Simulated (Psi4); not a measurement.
Geometry relaxation, with input and output: CF2InN (part 2 of 3)

Continued. System: CF2InN, SMILES N#[C][In]([F])[F]. Method: PBE0/def2-SVP, RKS, dispersion D4 (Psi4 1.11). The run did not end well. The geometry comes from this level: PBE0-D4/def2-TZVP. The run did not end well; see the last part.

Geometry of the input (Å):
```
N  1.2980  -1.5922  1.5896
C  0.7249  -0.8903  0.8786
In -0.3060  0.3723  -0.4003
F  -1.8721  -0.1548  -1.3755
F  0.2051  2.1914  -0.7337
```

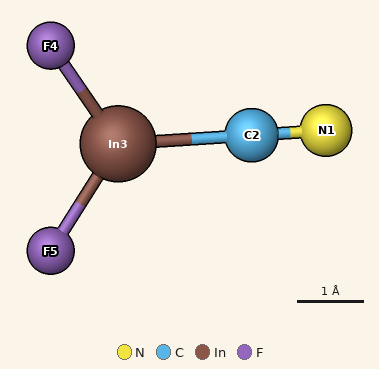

Fig. 1: The geometry at step 3 of the log (ball-and-stick view, seen at a tilt; atoms are numbered from 1 in the order of the input).

## Log, continued
```
 ------------------------------------------------------------------------------------
     Multipole            Electronic (a.u.)      Nuclear  (a.u.)        Total (a.u.)
 ------------------------------------------------------------------------------------

 L = 1.  Multiply by 2.5417464519 to convert [e a0] to [Debye]
 Dipole X            :         -7.1568592            7.0639087           -0.0929505
 Dipole Y            :          8.7657330           -8.6518330            0.1139000
 Dipole Z            :         -8.8799429            8.7644660           -0.1154769
 Magnitude           :                                                    0.1869436

 ------------------------------------------------------------------------------------

	total time  =          1 seconds =       0.02 minutes

         ------------------------------------------------------------
                                   SCF GRAD
         ------------------------------------------------------------

  ==> Geometry <==

    Molecular point group: c1
    Full point group: C1

    Geometry (in Angstrom), charge = 0, multiplicity = 1:

       Center              X                  Y                   Z               Mass
    ------------   -----------------  -----------------  -----------------  -----------------
         N            1.529112088097    -1.872755319143     1.896973664875    14.003074004430
         C            0.952031410318    -1.165968734339     1.181011992843    12.000000000000
         IN          -0.086071194484     0.105421185924    -0.106796655190   114.903878776000
         F           -1.664044839285    -0.457803814149    -1.076680025659    18.998403162730
         F            0.456220562641     1.937015131525    -0.421564661662    18.998403162730

  Nuclear repulsion =  222.276075882452773

   => Molecular Quadrature <=

    Radial Scheme          =       TREUTLER
    Pruning Scheme         =           NONE
    Nuclear Scheme         =       TREUTLER

    Blocking Scheme        =         OCTREE
    BS radius alpha        =              1
    Pruning alpha          =              1
    Radial Points          =             75
    Spherical Points       =            302
    Total Points           =         108932
    Total Blocks           =            890
    Max Points             =            256
    Max Functions          =             79
    Weights Tolerance      =       1.00E-15

  -Total Gradient:
     Atom            X                  Y                   Z
    ------   -----------------  -----------------  -----------------
       1       -0.000020445228     0.000024814911    -0.000024580183
       2       -0.000019418741     0.000023719389    -0.000024351342
       3        0.000161414483    -0.000196779778     0.000197863713
       4       -0.000034694372     0.000219703848    -0.000112530216
       5       -0.000185437980     0.000049506563    -0.000159132975

	total time  =          2 seconds =       0.03 minutes

    			-----------------------------------------

    			 OPTKING 3.0: for geometry optimizations

    			        with contributions from

    			-----------------------------------------

	                            ===> Fragment 1 <==

	 Z (Atomic Numbers)          Masses                          Geom
	       7.000000            14.003074          2.88960306 -3.53899465  3.58476069
	       6.000000            12.000000          1.79907863 -2.20336158  2.23178922
	      49.000000            114.903879        -0.16265098  0.19921717 -0.20181643
	       9.000000            18.998403         -3.14458901 -0.86512383 -2.03463037
	       9.000000            18.998403          0.86213192  3.66042810 -0.79664175

	 - Coordinate -           - BOHR/RAD -       - ANG/DEG -
	 R(1,2)           =         2.191732           1.159815
	 R(2,3)           =         3.942487           2.086274
	 R(3,4)           =         3.658413           1.935949
	 R(3,5)           =         3.658412           1.935948
	 L(1,2,3)         =         3.141553         179.997706
	 l(1,2,3)         =         3.141593         180.000000
	 B(2,3,4)         =         2.138303         122.515713
	 B(2,3,5)         =         2.138312         122.516265
	 B(4,3,5)         =         2.006571         114.968021

	        --- Internal Coordinate Step in ANG or DEG, aJ/ANG or AJ/DEG ---
	-------------------------------------------------------------------------------
	           Coordinate      Previous         Force          Change          New
	           ----------      --------        ------          ------        ------
	               R(1,2)       1.15981        0.00001       -0.00000       1.15981
	               R(2,3)       2.08627        0.00000        0.00000       2.08627
	               R(3,4)       1.93595        0.00000        0.00000       1.93595
	               R(3,5)       1.93595        0.00000        0.00000       1.93595
	             L(1,2,3)     179.99771        0.00000        0.00000     179.99771
	             l(1,2,3)     180.00000       -0.00000       -0.00000     180.00000
	             B(2,3,4)     122.51571       -0.00002       -0.00002     122.51569
	             B(2,3,5)     122.51627       -0.00002       -0.00002     122.51624
	             B(4,3,5)     114.96802        0.00004        0.00004     114.96806
	-------------------------------------------------------------------------------

	                                 ==> Convergence Check <==

	Measures of convergence in internal coordinates in au.

	Criteria marked as inactive (o), active & met (*), and active & unmet ( ).

	----------------------------------------------------------------------------------------------
	   Step    Total Energy     Delta E     Max Force     RMS Force      Max Disp      RMS Disp
	----------------------------------------------------------------------------------------------
	  Convergence Criteria     1.00e-06 *    3.00e-04 *             o    1.20e-03 *             o
	----------------------------------------------------------------------------------------------
	    59    -482.16482865   -1.41e-09 *    5.24e-04      2.14e-04 o    7.51e-07 *    3.91e-07 o  ~
	----------------------------------------------------------------------------------------------

Next Geometry in Ang
	Fragment 1 (Ang)

	    N   1.5291120649  -1.8727552983   1.8969736381
	    C   0.9520314073  -1.1659687308   1.1810119908
	   In  -0.0860713887   0.1054214189  -0.1067968947
	    F  -1.6640449898  -0.4578042462  -1.0766799685
	    F   0.4562209336   1.9370153064  -0.4215644505

    Structure for next step:
    Molecular point group: c1
    Full point group: C1

    Geometry (in Angstrom), charge = 0, multiplicity = 1:

    N            1.529112168253    -1.872755422514     1.896973765680
    C            0.952031510595    -1.165968854989     1.181012118343
    IN          -0.086071285336     0.105421294719    -0.106796767150
    F           -1.664044886480    -0.457804370415    -1.076679840881
    F            0.456221036898     1.937015182186    -0.421564322871

gradient() will perform analytic gradient computation.

  ==> Geometry <==

    Molecular point group: c1
    Full point group: C1

    Geometry (in Angstrom), charge = 0, multiplicity = 1:

       Center              X                  Y                   Z               Mass
    ------------   -----------------  -----------------  -----------------  -----------------
         N            1.529112168253    -1.872755422514     1.896973765680    14.003074004430
         C            0.952031510595    -1.165968854989     1.181012118343    12.000000000000
         IN          -0.086071285336     0.105421294719    -0.106796767150   114.903878776000
         F           -1.664044886480    -0.457804370415    -1.076679840881    18.998403162730
         F            0.456221036898     1.937015182186    -0.421564322871    18.998403162730

  Running in c1 symmetry.

  Rotational constants: A =      0.16648  B =      0.07156  C =      0.05005 [cm^-1]
  Rotational constants: A =   4990.89469  B =   2145.29065  C =   1500.37019 [MHz]
  Nuclear repulsion =  222.276064088877348

  Charge       = 0
  Multiplicity = 1
  Electrons    = 52
  Nalpha       = 26
  Nbeta        = 26

   => Auxiliary Basis Set <=

  Basis Set: (DEF2-SVP AUX)
    Blend: DEF2-UNIVERSAL-JKFIT
    Number of shells: 146
    Number of basis functions: 524
    Number of Cartesian functions: 677
    Spherical Harmonics?: true
    Max angular momentum: 5

  Cached 100.0% of DFT collocation blocks in 0.179 [GiB].

  Minimum eigenvalue in the overlap matrix is 2.9596481186E-03.
  Reciprocal condition number of the overlap matrix is 7.5613399450E-04.
    Using symmetric orthogonalization.

  ==> Iterations <==

                           Total Energy        Delta E     RMS |[F,P]|

   @DF-RKS iter   0:  -482.16482851276726   -4.82165e+02   8.84337e-09
   @DF-RKS iter   1:  -482.16482864743864   -1.34671e-07   1.33748e-09 DIIS
   @DF-RKS iter   2:  -482.16482864743864    0.00000e+00   2.03788e-09 DIIS
  Energy and wave function converged.

  ==> Post-Iterations <==

   Electrons on quadrature grid:
      Ntotal   =   51.9997878442 ; deviation = -2.122e-04

    Orbital Energies [Eh]
    ---------------------

    Doubly Occupied:

       1A    -24.746728     2A    -24.746682     3A    -14.432940
       4A    -10.299283     5A     -4.799318     6A     -3.202652
       7A     -3.191914     8A     -3.190953     9A     -1.149108
      10A     -1.147331    11A     -0.951182    12A     -0.874909
      13A     -0.869298    14A     -0.868430    15A     -0.862406
      16A     -0.855164    17A     -0.552967    18A     -0.466433
      19A     -0.434599    20A     -0.418727    21A     -0.413387
      22A     -0.404477    23A     -0.401367    24A     -0.392713
      25A     -0.390229    26A     -0.389750

    Virtual:

      27A     -0.103597    28A     -0.093436    29A     -0.036569
      30A      0.035502    31A      0.065988    32A      0.079496
      33A      0.109693    34A      0.152846    35A      0.220909
      36A      0.234563    37A      0.343190    38A      0.363580
      39A      0.373864    40A      0.408903    41A      0.508313
      42A      0.550940    43A      0.556278    44A      0.626143
      45A      0.655492    46A      0.710833    47A      0.861831
      48A      0.871437    49A      0.957217    50A      1.160160
      51A      1.225273    52A      1.257430    53A      1.261154
      54A      1.265064    55A      1.283505    56A      1.379706
      57A      1.582252    58A      1.601029    59A      1.637691
      60A      1.642302    61A      1.684976    62A      1.807118
      63A      2.239122    64A      2.240267    65A      2.487377
      66A      2.829356    67A      2.833669    68A      3.096217
      69A      3.099894    70A      3.100886    71A      3.108433
      72A      3.112446    73A      3.123210    74A      3.124837
      75A      3.152884    76A      3.176032    77A      3.214387
      78A      3.292436    79A     15.855341    80A     16.608935
      81A     17.382714    82A     61.102207

    Final Occupation by Irrep:
              A
    DOCC [    26 ]
    NA   [    26 ]
    NB   [    26 ]

  @DF-RKS Final Energy:  -482.16482864743864

   => Energetics <=

    Nuclear Repulsion Energy =            222.2760640888773480
    One-Electron Energy =               -1181.2261795598128629
    Two-Electron Energy =                 514.5521406762842389
    DFT Exchange-Correlation Energy =     -37.7638650508072544
    Empirical Dispersion Energy =          -0.0029888019800207
    VV10 Nonlocal Energy =                  0.0000000000000000
    Total Energy =                       -482.1648286474385259

Computation Completed

Properties will be evaluated at   0.000000,   0.000000,   0.000000 [a0]

Properties computed using the SCF density matrix

 Multipole Moments:

 ------------------------------------------------------------------------------------
     Multipole            Electronic (a.u.)      Nuclear  (a.u.)        Total (a.u.)
 ------------------------------------------------------------------------------------

 L = 1.  Multiply by 2.5417464519 to convert [e a0] to [Debye]
 Dipole X            :         -7.1568661            7.0639146           -0.0929515
 Dipole Y            :          8.7657412           -8.6518401            0.1139011
 Dipole Z            :         -8.8799513            8.7644732           -0.1154781
 Magnitude           :                                                    0.1869456

 ------------------------------------------------------------------------------------

	total time  =          1 seconds =       0.02 minutes

         ------------------------------------------------------------
                                   SCF GRAD
         ------------------------------------------------------------

  ==> Geometry <==

    Molecular point group: c1
    Full point group: C1

    Geometry (in Angstrom), charge = 0, multiplicity = 1:

       Center              X                  Y                   Z               Mass
    ------------   -----------------  -----------------  -----------------  -----------------
         N            1.529112168253    -1.872755422514     1.896973765680    14.003074004430
         C            0.952031510595    -1.165968854989     1.181012118343    12.000000000000
         IN          -0.086071285336     0.105421294719    -0.106796767150   114.903878776000
         F           -1.664044886480    -0.457804370415    -1.076679840881    18.998403162730
         F            0.456221036898     1.937015182186    -0.421564322871    18.998403162730

  Nuclear repulsion =  222.276064088877348

   => Molecular Quadrature <=

    Radial Scheme          =       TREUTLER
    Pruning Scheme         =           NONE
    Nuclear Scheme         =       TREUTLER

    Blocking Scheme        =         OCTREE
    BS radius alpha        =              1
    Pruning alpha          =              1
    Radial Points          =             75
    Spherical Points       =            302
    Total Points           =         108933
    Total Blocks           =            891
    Max Points             =            256
    Max Functions          =             79
    Weights Tolerance      =       1.00E-15

  -Total Gradient:
     Atom            X                  Y                   Z
    ------   -----------------  -----------------  -----------------
       1       -0.000020480059     0.000024857001    -0.000024607149
       2       -0.000019297043     0.000023575927    -0.000024225353
       3        0.000161327539    -0.000196689346     0.000197770205
       4       -0.000034710839     0.000219689154    -0.000112537534
       5       -0.000185422231     0.000049533313    -0.000159132220

	total time  =          1 seconds =       0.02 minutes

    			-----------------------------------------

    			 OPTKING 3.0: for geometry optimizations

    			        with contributions from

    			-----------------------------------------

	                            ===> Fragment 1 <==

	 Z (Atomic Numbers)          Masses                          Geom
	       7.000000            14.003074          2.88960321 -3.53899485  3.58476088
	       6.000000            12.000000          1.79907882 -2.20336181  2.23178945
	      49.000000            114.903879        -0.16265116  0.19921737 -0.20181664
	       9.000000            18.998403         -3.14458910 -0.86512488 -2.03463002
	       9.000000            18.998403          0.86213281  3.66042820 -0.79664111

	 - Coordinate -           - BOHR/RAD -       - ANG/DEG -
	 R(1,2)           =         2.191732           1.159815
	 R(2,3)           =         3.942488           2.086275
	 R(3,4)           =         3.658413           1.935949
	 R(3,5)           =         3.658412           1.935948
	 L(1,2,3)         =         3.141553         179.997706
	 l(1,2,3)         =         3.141593         180.000000
	 B(2,3,4)         =         2.138302         122.515692
	 B(2,3,5)         =         2.138312         122.516244
	 B(4,3,5)         =         2.006571         114.968065

	        --- Internal Coordinate Step in ANG or DEG, aJ/ANG or AJ/DEG ---
	-------------------------------------------------------------------------------
	           Coordinate      Previous         Force          Change          New
	           ----------      --------        ------          ------        ------
	               R(1,2)       1.15981        0.00001        0.00000       1.15981
	               R(2,3)       2.08627        0.00000        0.00000       2.08627
	               R(3,4)       1.93595        0.00000        0.00000       1.93595
	               R(3,5)       1.93595        0.00000       -0.00000       1.93595
	             L(1,2,3)     179.99771        0.00000        0.00001     179.99771
	             l(1,2,3)     180.00000       -0.00000       -0.00000     180.00000
	             B(2,3,4)     122.51569       -0.00002       -0.00002     122.51567
	             B(2,3,5)     122.51624       -0.00002       -0.00002     122.51622
	             B(4,3,5)     114.96806        0.00004        0.00004     114.96811
	-------------------------------------------------------------------------------

	                                 ==> Convergence Check <==

	Measures of convergence in internal coordinates in au.

	Criteria marked as inactive (o), active & met (*), and active & unmet ( ).

	----------------------------------------------------------------------------------------------
	   Step    Total Energy     Delta E     Max Force     RMS Force      Max Disp      RMS Disp
	----------------------------------------------------------------------------------------------
	  Convergence Criteria     1.00e-06 *    3.00e-04 *             o    1.20e-03 *             o
	----------------------------------------------------------------------------------------------
	    60    -482.16482865   -1.19e-09 *    5.24e-04      2.14e-04 o    7.51e-07 *    3.09e-07 o  ~
	----------------------------------------------------------------------------------------------

Next Geometry in Ang
	Fragment 1 (Ang)

	    N   1.5291120637  -1.8727553014   1.8969735998
	    C   0.9520313694  -1.1659686836   1.1810120044
	   In  -0.0860713986   0.1054214456  -0.1067969341
	    F  -1.6640449583  -0.4578048810  -1.0766796931
	    F   0.4562214677   1.9370152494  -0.4215640238

    Structure for next step:
    Molecular point group: c1
    Full point group: C1

    Geometry (in Angstrom), charge = 0, multiplicity = 1:

    N            1.529112115971    -1.872755372183     1.896973680178
    C            0.952031421703    -1.165968754387     1.181012084834
    IN          -0.086071346318     0.105421374809    -0.106796853694
    F           -1.664044906038    -0.457804951845    -1.076679612720
    F            0.456221519960     1.937015178584    -0.421563943416

PsiException: Could not converge geometry optimization in 60 iterations.

[set-up sections that repeat, and orbital energies of the middle runs, are left out above]
```

## Trajectory as extended XYZ (Å, eV, eV/Å), 39 of the 60 frames kept, from step=0 to step=59
```
5
Properties=species:S:1:pos:R:3:forces:R:3 step=0 energy=-13120.35798
N     1.2980   -1.5922    1.5896    0.5104  -0.6251   0.6332
C     0.7249   -0.8903    0.8786   -0.4065   0.4979  -0.5043
In   -0.3060    0.3723   -0.4003    0.1173  -0.1438   0.1457
F    -1.8721   -0.1548   -1.3755   -0.3727  -0.1656  -0.2162
F     0.2051    2.1914   -0.7337    0.1558   0.4314  -0.0530
5
Properties=species:S:1:pos:R:3:forces:R:3 step=2 energy=-13120.37233
N     1.3074   -1.6037    1.6013   -0.0161   0.0197  -0.0200
C     0.7302   -0.8968    0.8852    0.0161  -0.0197   0.0199
In   -0.3074    0.3741   -0.4021   -0.0302   0.0369  -0.0373
F    -1.8872   -0.1699   -1.3809    0.0117  -0.0269   0.0194
F     0.2186    2.2085   -0.7303    0.0224  -0.0148   0.0228
5
Properties=species:S:1:pos:R:3:forces:R:3 step=3 energy=-13120.37271
N     1.3067   -1.6029    1.6004   -0.0061   0.0075  -0.0076
C     0.7296   -0.8960    0.8844    0.0106  -0.0129   0.0131
In   -0.3079    0.3747   -0.4027   -0.0307   0.0375  -0.0379
F    -1.8874   -0.1748   -1.3791    0.0134  -0.0207   0.0183
F     0.2227    2.2085   -0.7272    0.0170  -0.0166   0.0194
5
Properties=species:S:1:pos:R:3:forces:R:3 step=5 energy=-13120.37327
N     1.3062   -1.6022    1.5998   -0.0111   0.0136  -0.0138
C     0.7290   -0.8953    0.8837    0.0115  -0.0141   0.0143
In   -0.3091    0.3761   -0.4041   -0.0169   0.0207  -0.0208
F    -1.8877   -0.1843   -1.3757    0.0132  -0.0102   0.0140
F     0.2308    2.2086   -0.7211    0.0081  -0.0159   0.0124
```
